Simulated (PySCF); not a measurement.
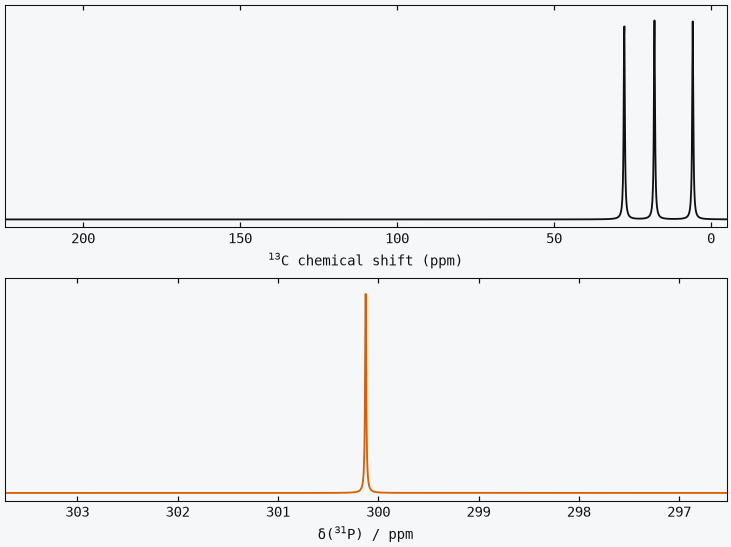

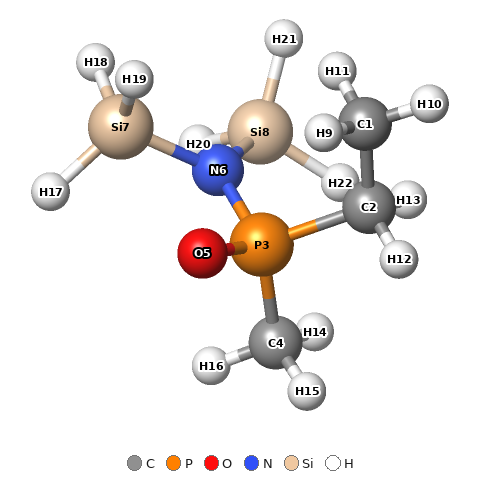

Spectrum and numbered structure of C₃H₁₄NOPSi₂, SMILES CC[P@@](C)(=O)N([SiH3])[SiH3]. GIAO shifts, PBE0/pcSseg-1 in PySCF 2.14.0, at a PBE0-D3(BJ)/def2-SVP geometry (no frequency check), against TMS for ¹³C and PH₃ for ³¹P computed at the same level (³¹P: the usual scale starts at 85 % H₃PO₄ instead). Gas phase, fully decoupled, line heights follow the number of nuclei, widths are arbitrary (no quadrupolar broadening); values of one conformer, averaged over nuclei that symmetry, rotation about single bonds or inversion at nitrogen exchange, these motions taken as fast; other conformers aren't averaged in.

Question: Assign the ¹³C signals to the numbered atoms.

Answer:
```csv
δ (ppm),nuclei,atoms
27.6,1,C2
18.0,1,C4
5.8,1,C1
```

Question: Where does the ³¹P line lie?

Answer: At 300.1 ppm (P3).
